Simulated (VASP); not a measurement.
Band structure of NaCl (rock salt). Method: SCAN meta-GGA, VASP's PBE PAW potentials (set 64) (plane waves; VASP).

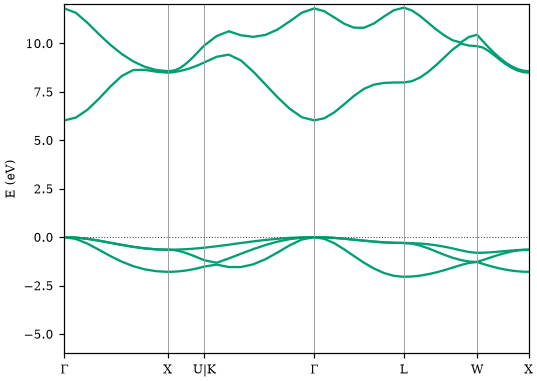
Figure: Bands along high-symmetry lines, zero at the valence-band maximum or, without a gap, the Fermi level

**Question.** Read the plot: is there a gap, and where are the band edges?

**Answer.** The gap is direct, 6.03 eV, from the valence maximum at Γ to the conduction minimum at Γ.

Measured: gap 8.97 eV (computed value off by -2.94 eV), as given by Wei Chen et al., Physical Review Materials (2018), doi:10.1103/physrevmaterials.2.073803.

The compound is NaCl in the rock salt structure. It was relaxed first.
